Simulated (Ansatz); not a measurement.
# LuHg (Pm-3m): phonons and vibrational spectra, part 2 of 2

Task: relax LuHg (Pm-3m), then find its harmonic phonons.

Ansatz 0.2.0; DFT PBEsol, scalar-relativistic, plane waves, PAW; PAW set soft_1.

So far. Step 3 (Relaxing to small forces for the phonons): The forces vanish by symmetry and the pressure is -0.005 GPa, within the tolerances set. The cell now holds 23.13 Å³/atom. Step 4 (Linear response at the zone centre): Before it was imposed, the acoustic sum rule was missed by 1.3e-4 eV/Å². Small misses are needed for a sound result but don't prove that mesh and cutoff are converged. The lowest optical mode is real, 86.8 cm⁻¹. The relaxed cell has a = 3.590 Å (conventional setting).

## (5) Response at finite wavevector

Stability and thermal properties need the whole zone. Linear response on a 4×4×4 q mesh gives force constants as far as a supercell of that size would.

The input, input.yaml:

```yaml
crystal:
  lattice:
    - [3.5896151594, 0.0, 0.0]
    - [0.0, 3.5896151594, 0.0]
    - [0.0, 0.0, 3.5896151594]
  atoms:
    - { symbol: Lu, position: [0.5, 0.5, 0.5] }
    - { symbol: Hg, position: [0.0, 0.0, 0.0] }
kpoints:
  mp_grid: { grid: [12, 12, 12] }
hamiltonian:
  xc: pbesol
  pseudopotentials: { kind: paw, azcp: { folder: soft_1 }, xc_functional: pbe }
scf:
  occupations: { method: methfessel_paxton, width: 0.2 }
output:
  eigenvalues: true
phonons:
  method: dfpt
  qmesh: [4, 4, 4]
  temperatures: { t_max: 1000, t_step: 50 }
  qpath:
    path:
      - [[0.0, 0.0, 0.0], [0.0, 0.5, 0.0], [0.5, 0.5, 0.0], [0.0, 0.0, 0.0], [0.5, 0.5, 0.5], [0.0, 0.5, 0.0]]
      - [[0.5, 0.5, 0.5], [0.5, 0.5, 0.0]]
    npoints: 10
```

On the command line:

```sh
$ ansatz run input.yaml --threads 4 --pin off --max-ram 10240MiB --backend cpu --events-out ev --progress --plain --runs-dir out
```

Numbers of over 12 decimals in the logs are rounded to 6 here.

What it wrote:

```text
[...]
Crystal: 2 atoms, lattice volume = 46.253 Å³
Basis set: ecut = 420 eV, 895 PW (Γ), exchange–correlation on 48×48×48 points (8 copies of the dense FFT grid, shifted against one another)
Bands: 27, of which v1, the nominal top of the filled ones, is band 23 counted from 1 (22 counted from 0)
Symmetry: 48 space group operations
k-points: 84 of 1728
[...]
SCF iter   1: F=—  HF=-28286.957759 eV  |F-HF|=—  |Δ(HF+E_count)|=         —  Δρ=1.44e-1  dr2=1.63e1  ethr=3.10e-3  ⟨swp⟩=5.3  Hψ=11226  notcnv=0
[...]
SCF iter  13: F=-28283.145335 eV  HF=-28283.145335 eV  |F-HF|=3.64e-12  |Δ(HF+E_count)|=  6.18e-11  S|Δr|=    0.00e0  Δρ=7.07e-8  dr2=1.49e-12  ethr=1.00e-12  ⟨swp⟩=10.0  Hψ=17978  notcnv=0
SCF 1 converged in 13 iterations: F = -28283.145335 eV  dr2 = 1.49e-12
[...]
phonons: the bands overlap, so this run is a metal and interpolates without the dipole-dipole term. If the crystal is really an insulator or semiconductor, its LO-TO splitting is missing
NSCF: frozen V_eff on 84 k-points
[...]
DFPT response loops at q = (0, 0, 0) (fractional): preconditioner auto → Kerker (q_TF=auto, 2.716 Å⁻¹) (partly filled bands, converged f_vac=0.000); β = 1.00, the filter's whole step (`scf.mixing.beta` (0.50) is not read by the response loops under this deck's `scf.mixing.preconditioner`; to damp them name `kerker` or `kerker_dos`, under which they read `scf.mixing.beta`, and type it under 1.00, their step now; both keys bind the ground state too); Broyden in place of MSR1
[...]
SCF converged after 13 iterations
[...]
Free energy (F): -28283.145335 eV
[...]
Internal energy: -28283.147850 eV  (E = F + TS)
E sigma→0 (E₀):  -28283.145964 eV
Entropy (-TS):   0.002515 eV (1.257 meV/atom)
Fermi energy:    16.954296 eV
[...]
--- Band table (eV; the first three rows and the last of 84) ---
  k-point 0: bands = [... 19 lower, 11.4076, 11.4281, 17.4032, 17.4032, 21.4466, 21.4466, 21.4466, 21.4979]
  k-point 1: bands = [... 19 lower, 11.4109, 11.4315, 17.3346, 17.3798, 20.5426, 20.5426, 20.9185, 21.4228]
  k-point 2: bands = [... 19 lower, 11.4197, 11.4410, 16.9219, 17.3148, 19.7346, 19.7346, 20.2676, 21.3583]
  k-point 83: bands = [... 19 lower, 11.4323, 14.8232, 14.8232, 14.8232, 15.3713, 22.2944, 22.2944, 22.2944]
--- Phonons (Γ-DFPT): 2 representative perturbations + reference (Σ response iterations 6) ---
  ASR residual: 4.487e-5 → 0.000e0 eV/Å²; symmetrization residual: 3.106e-5 eV/Å²
  ASR residual per site (eV/Å²): 1.96e-5 4.49e-5
  Γ frequencies (cm⁻¹): 0.00 0.00 0.00 86.75 86.75 86.75
--- Phonons (arbitrary-q DFPT): 10 irreducible q on the 4×4×4 mesh ---
  q = [0.0000, 0.0000, 0.0000] (star 1, of the zone-centre solve; hermiticity 2.40e-5, symmetrization 1.05e-11): -0.00 0.00 0.00 86.75 86.75 86.75
  q = [0.0000, 0.0000, 0.2500] (star 6, 4 solved perturbations in 1848 linear systems a pass and spin channel, the states on 588 of 1728 k-point pairs; hermiticity 8.58e-6, symmetrization 1.71e-12): 38.35 38.35 57.22 82.02 82.02 99.24
[...]
q = [0.0000, 0.2500, -0.5000] (star 12, 6 solved perturbations on 588 of 1728 k-point pairs; hermiticity 5.90e-6, symmetrization 9.70e-8): 46.50 50.96 57.44 63.93 101.07 112.40
[...]
sum rule: each row above includes the acoustic sum rule's correction from the zone centre's row sums; it moved no ω² by more than (0.25 cm⁻¹)²
  mesh force constants: q→R imaginary residual 3.18e-18; ASR residual 4.487e-5 → 0.000e0 eV/Å²; symmetrization residual 1.776e-15 eV/Å²
  interpolated dispersion: 62 rows × 6 modes
  density of states and harmonic sums: on the 20×20×20 q-mesh, interpolated from the force constants of a 4×4×4 supercell (no non-analytic term)
  largest difference from the sums on the solved wave vectors: F 1.52e-2 eV, S 1.92e-5 and C_V 4.01e-6 eV/K
  zero-point energy: 0.026684 eV/cell   skipped modes (ω ≤ 0): 3   left out of the sums: 6.25e-5 of the cell's modes: C_V's classical limit lies that fraction below 3 k_B per atom; for a crystal, a wire or a layer, F and S can be off by more, and a phonons.interpolated_qmesh denser along its periods is the remedy for the sampling
```

It took 9 min on 4 threads of Arm Neoverse V2, shared host; peak memory 3.1 GiB; 35 min of CPU time.

Numbers from this step:

```
sum-rule residual before enforcement                    : 4.49e-5 eV/Å²
lowest frequency on the path                            : 0 cm⁻¹
highest frequency on the path or at a solved wavevector : 120 cm⁻¹
mean frequency                                          : 71.8 cm⁻¹
Debye temperature (second moment)                       : 142 K
logarithmic mean frequency                              : 66.7 cm⁻¹
lowest mode on the q mesh (acoustic modes at Γ apart)   : 31.94 cm⁻¹
zero-point energy per atom                              : 13.34 meV
heat capacity at 300 K                                  : 24.67 J/(mol atoms K)
vibrational entropy at 300 K                            : 53.53 J/(mol atoms K)
```

Frequencies (cm⁻¹) solved at each irreducible wavevector; negative means imaginary. Frequencies by wavevector, by row:

| q in reciprocal lattice units | star | mode 1 | mode 2 | mode 3 | mode 4 | mode 5 | mode 6 |
| --- | --- | --- | --- | --- | --- | --- | --- |
| 0 0 0 | 1 | 0 | 0 | 0 | 86.8 | 86.8 | 86.8 |
| 0 0 0.25 | 6 | 38.4 | 38.4 | 57.2 | 82 | 82 | 99.2 |
| 0 0 -0.5 | 3 | 59.1 | 59.1 | 70.8 | 74.2 | 74.2 | 114.9 |
| 0 0.25 0.25 | 12 | 31.9 | 45.5 | 67.1 | 75.7 | 94.7 | 103.2 |
| 0 0.25 -0.5 | 12 | 46.5 | 51 | 57.4 | 63.9 | 101.1 | 112.4 |
| 0 -0.5 -0.5 | 3 | 34.5 | 34.5 | 51.6 | 56.6 | 120 | 120 |
| 0.25 0.25 0.25 | 8 | 48.4 | 48.4 | 54.3 | 95.9 | 97.1 | 97.1 |
| 0.25 0.25 -0.5 | 12 | 33.2 | 48.7 | 65.3 | 87.3 | 99.2 | 111 |
| 0.25 -0.5 -0.5 | 6 | 46 | 46 | 64.3 | 81.9 | 107.4 | 107.4 |
| -0.5 -0.5 -0.5 | 1 | 60.8 | 60.8 | 60.8 | 93.7 | 93.7 | 93.7 |

Interpolated from a 4×4×4 q mesh. Phonon branches along the path, in cm⁻¹:

| point | branch 1 | branch 2 | branch 3 | branch 4 | branch 5 | branch 6 |
| --- | --- | --- | --- | --- | --- | --- |
| Γ | 0 | 0 | 0 | 87 | 87 | 87 |
| X | 59 | 59 | 71 | 74 | 74 | 115 |
| M | 34 | 34 | 52 | 57 | 120 | 120 |
| Γ | 0 | 0 | 0 | 87 | 87 | 87 |
| R | 61 | 61 | 61 | 94 | 94 | 94 |
| X | 59 | 59 | 71 | 74 | 74 | 115 |
| jump to R | 61 | 61 | 61 | 94 | 94 | 94 |
| M | 34 | 34 | 52 | 57 | 120 | 120 |

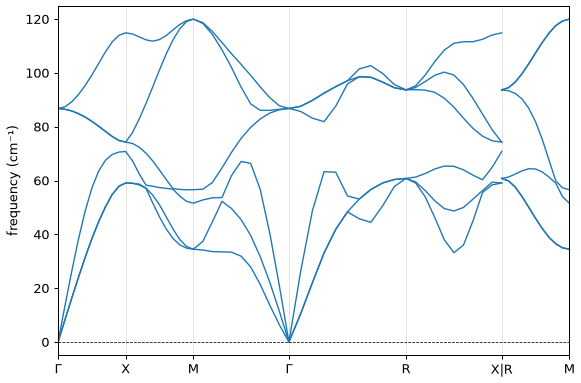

Phonon branches along the path.

The phonon density of states has structure finer than the step of the table below, so its rows give means over 5 cm⁻¹, whole bins alone (the curve runs from 0.5 to 120 cm⁻¹). Peaks (cm⁻¹: height): 35.5: 0.105, 48.5: 0.0967, 57.5: 0.114, 82.5: 0.0812, 111.5: 0.129.

Tetrahedra on a 20×20×20 mesh, mean over bins of 1 cm-1. Interpolated from a 4×4×4 q mesh. Phonon density of states against wavenumber; means over each step:

| wavenumber (cm⁻¹) | phonon density of states (1/cm⁻¹/cell) |
| --- | --- |
| 5 | 2.1e-4 |
| 10 | 0.00109 |
| 15 | 0.00259 |
| 20 | 0.00462 |
| 25 | 0.00768 |
| 30 | 0.0133 |
| 35 | 0.0725 |
| 40 | 0.0845 |
| 45 | 0.0709 |
| 50 | 0.0904 |
| 55 | 0.0889 |
| 60 | 0.102 |
| 65 | 0.0805 |
| 70 | 0.0214 |
| 75 | 0.0381 |
| 80 | 0.0588 |
| 85 | 0.0678 |
| 90 | 0.0552 |
| 95 | 0.0518 |
| 100 | 0.0709 |
| 105 | 0.0786 |
| 110 | 0.0973 |
| 115 | 0.0362 |

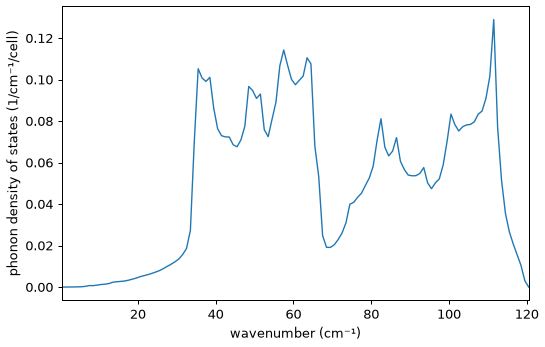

Phonon density of states against wavenumber.

The partial phonon density of states has structure finer than the step of the table below, so its rows give means over 10 cm⁻¹, whole bins alone (the curve runs from -10 to 133 cm⁻¹). Peaks (cm⁻¹: height): Hg 59.2: 0.0859, 101.5: 0.0189; Lu 37.7: 0.0286, 85.3: 0.0511, 110.5: 0.0751.

Phonopy on the run's constants, 15x15x15 mesh, Gaussian sigma 2.0 cm-1. Interpolated from a 4×4×4 q mesh. The partial phonon density of states by wavenumber; means over each step; values in 1/cm⁻¹/cell:

| wavenumber (cm⁻¹) | Hg | Lu |
| --- | --- | --- |
| 0 | 5.4e-5 | 4.7e-5 |
| 10 | 6.9e-4 | 5.8e-4 |
| 20 | 0.00267 | 0.00212 |
| 30 | 0.0158 | 0.00892 |
| 40 | 0.0552 | 0.0248 |
| 50 | 0.0625 | 0.0207 |
| 60 | 0.0816 | 0.0151 |
| 70 | 0.0201 | 0.0186 |
| 80 | 0.0138 | 0.0420 |
| 90 | 0.0135 | 0.0450 |
| 100 | 0.0159 | 0.0510 |
| 110 | 0.0154 | 0.0629 |
| 120 | 0.00255 | 0.00829 |

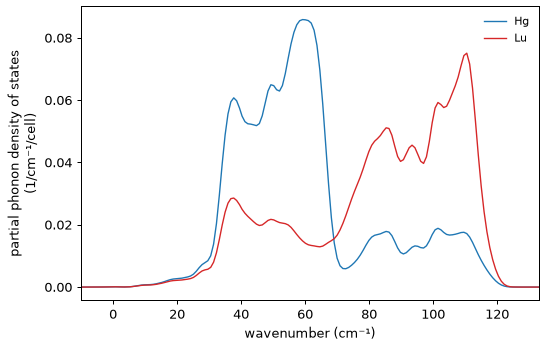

Partial phonon density of states, plotted against wavenumber.

Second derivatives of the energy by pair, one row for each kind of neighbour of each atom listed. Each entry sums the pair over the periodic images of the supercell that the q mesh stands for, and in a polar crystal it holds the long-range dipole part too. Force constants by pair, by row:

| atom | neighbour | distance (Å) | third of the trace (eV/Å²) | along the pair's line (eV/Å²) |
| --- | --- | --- | --- | --- |
| Lu1 | itself | 0 | 4.862 | – |
| Lu1 | Hg | 3.109 | -0.3221 | -1.259 |
| Lu1 | Lu | 3.59 | -0.2227 | -0.9852 |
| Lu1 | Lu | 5.076 | -0.052 | -0.0783 |
| Lu1 | Hg | 5.953 | -0.0012 | 0.0121 |
| Lu1 | Lu | 6.217 | -0.047 | -0.1386 |
| Lu1 | Lu | 7.179 | -4.00e-4 | -0.0702 |
| Hg2 | itself | 0 | 3.019 | – |
| Hg2 | Lu | 3.109 | -0.3221 | -1.259 |
| Hg2 | Hg | 3.59 | -0.0076 | -0.1472 |
| Hg2 | Hg | 5.076 | -0.009 | -0.0144 |
| Hg2 | Lu | 5.953 | -0.0012 | 0.0121 |
| Hg2 | Hg | 6.217 | 0.0061 | -0.0049 |
| Hg2 | Hg | 7.179 | -0.0464 | -0.1986 |

Harmonic thermodynamic functions per atom, from the density of states. Interpolated from a 4×4×4 q mesh. Thermodynamic functions, by row:

| T (K) | F_vib (meV/atom) | S (J/mol-atom/K) | C_V (J/mol-atom/K) |
| --- | --- | --- | --- |
| 0 | 13.34 | 0 | 0 |
| 50 | 10.88 | 13 | 17.53 |
| 100 | 0.19 | 27.19 | 22.64 |
| 200 | -37.37 | 43.59 | 24.33 |
| 300 | -88.03 | 53.53 | 24.67 |
| 400 | -147.4 | 60.65 | 24.79 |
| 500 | -213.2 | 66.19 | 24.84 |
| 600 | -284.2 | 70.72 | 24.87 |
| 700 | -359.6 | 74.55 | 24.89 |
| 800 | -438.6 | 77.88 | 24.9 |
| 900 | -520.9 | 80.81 | 24.91 |
| 1000 | -606 | 83.44 | 24.92 |

Harmonic mean-square displacement, third of the trace. Interpolated from a 4×4×4 q mesh. Mean square displacements, by row:

| T (K) | Lu1 U_eq (Å²) | Hg2 U_eq (Å²) |
| --- | --- | --- |
| 0 | 0.00134 | 0.00158 |
| 100 | 0.00354 | 0.00494 |
| 300 | 0.01003 | 0.0143 |
| 600 | 0.01995 | 0.02849 |

Symmetry leaves 10 wavevectors to solve. The lowest mode among them, the acoustic zeros apart, lies at q = (0, 0.25, 0.25) and is real, 31.9 cm⁻¹.

## (6) What came out

```
space group after relaxation (within 0.01 Å)            : Pm-3m
volume per atom                                         : 23.1 Å³
electronic character                                    : no gap on this mesh
highest optical mode at the zone centre (no LO-TO term) : 86.8 cm⁻¹
lowest optical zone-centre mode                         : 86.8 cm⁻¹
lowest mode on the q mesh (acoustic modes at Γ apart)   : 31.9 cm⁻¹
highest frequency on the path or at a solved wavevector : 120 cm⁻¹
zero-point energy per atom                              : 13.3 meV
heat capacity at 300 K                                  : 24.7 J/(mol atoms K)
vibrational entropy at 300 K                            : 53.5 J/(mol atoms K)
Debye temperature (second moment)                       : 142 K
imaginary modes on the 4×4×4 q mesh                     : none
```

**Reading.** The structure is a minimum as far as tested: no mode is imaginary at the 10 irreducible wavevectors of the 4×4×4 mesh, and the softest away from the acoustic zeros lies at 32 cm⁻¹. The optical modes at Γ form one degenerate level at 87 cm⁻¹. With no gap, or one that is small against the smearing, the frequencies hang on the k mesh and the smearing, most of all near Kohn anomalies. The phonon runs are without spin polarisation, although the cell has an odd electron count. Spin-orbit coupling is left out, which can matter for the heavy elements here. The PAW files were made for PBE and serve the other functionals too. These are harmonic frequencies at zero temperature: anharmonic shifts, linewidths and thermal expansion are left out.

[Logs are printed without paths, hosts, clocks, repeated set-up lines and the standing remarks that a program may print on its own settings, such as how far it seeks lower states.]

[Hosts, paths, dates, database ids (printed as entryN), source tags and the programs' standing remarks are cut or masked in the printed files.]
